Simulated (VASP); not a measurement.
Band structure of Be4SeTe3 (ordered alloy cell). Method: PBEsol GGA, VASP's PBE PAW potentials (set 64) (plane waves; VASP).

Unless said otherwise, spin-orbit coupling is left out, though it shifts the bands of the heavy elements here.

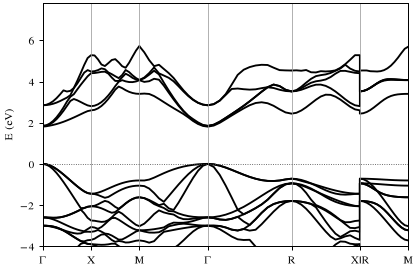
Figure. Bands along high-symmetry lines, zero at the valence-band maximum or, without a gap, the Fermi level

Question: Read the plot: is there a gap, and where are the band edges?

Answer: The gap is direct, 1.81 eV, from the valence maximum at Γ to the conduction minimum at Γ. (Edges off the drawn lines would not show.)

The structure was generated: Be4SeTe3 was put into an ordered model structure (P-43m), which need not be its known phase. It was relaxed first.
